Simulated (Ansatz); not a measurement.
## Fields on a plane of TiB2 (AlB2 type, space group P6/mmm)

```xyz
3
Lattice="3.0318 0.0000 0.0000 -1.5159 2.6256 0.0000 0.0000 0.0000 3.2243" Properties=species:S:1:pos:R:3 pbc="T T T"
Ti     0.0000     0.0000     0.0000
B      0.0000     1.7504     1.6121
B      1.5159     0.8752     1.6121
```

The slice is a (0001) plane (indices of the conventional cell) through the point (0.333, 0.667, 0.500) (fractional), spanned by u = [110] and v = [1 -1 0] in vectors of this cell: u (3.03 Å) and v (5.25 Å, at 90° to u). It covers one period; positions are fractions (u, v).

Atoms on it: B at (0.00, 0.00); B at (0.50, 0.50); B at (0.00, 0.33); B at (0.50, 0.83).

Computed with PBE (plane waves to 420 eV, PAW, scalar-relativistic; Ansatz, a first-principles code). k mesh 18×18×14. Inside the PAW spheres the values are not all-electron values, and peaks at nuclei hang on which shells count as valence. The PAW data are Ansatz's earlier set. TiB2 is run without spin polarisation. TiB2 was relaxed with its symmetry unable to fall.

```tsv
v \ u	0.00	0.11	0.22	0.33	0.44	0.56	0.67	0.78	0.89
0.88	-0.2	-0.2	-0.1	-0.1	-0.2	-0.2	-0.1	-0.1	-0.2
0.75	-0.6	-0.6	-0.4	-0.2	-0.1	-0.1	-0.2	-0.4	-0.6
0.62	-0.7	-0.6	-0.5	-0.2	-0.1	-0.1	-0.2	-0.5	-0.6
0.50	-0.3	-0.3	-0.2	-0.1	-0.3	-0.3	-0.1	-0.2	-0.3
0.38	-0.3	-0.1	-0.1	-0.2	-0.2	-0.2	-0.2	-0.1	-0.1
0.25	-0.1	-0.1	-0.3	-0.5	-0.6	-0.6	-0.5	-0.3	-0.1
0.12	-0.1	-0.2	-0.4	-0.6	-0.7	-0.7	-0.6	-0.4	-0.2
0.00	-0.5	-0.2	-0.1	-0.3	-0.3	-0.3	-0.3	-0.1	-0.2
```

Values: log₁₀ of the valence density in e/Å³. The scale is logarithmic, as a density can span decades between atoms and voids.

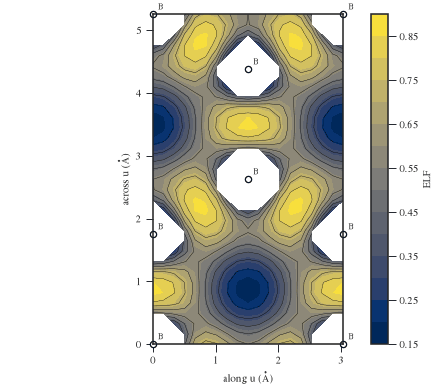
Electron localisation function (ELF), one period of the plane, atoms marked. Points within 0.4 Å of a nucleus are left white, as the pseudised field means little there.

| Item | Result |
|---|---|
| Density on the B–B line (1.75 Å) at its midpoint | 0.81 e/Å³ |
| ELF at that point | 0.9 |
| ELF maximum in the middle third of the B–B line | 0.86, 0.9 Å from B |
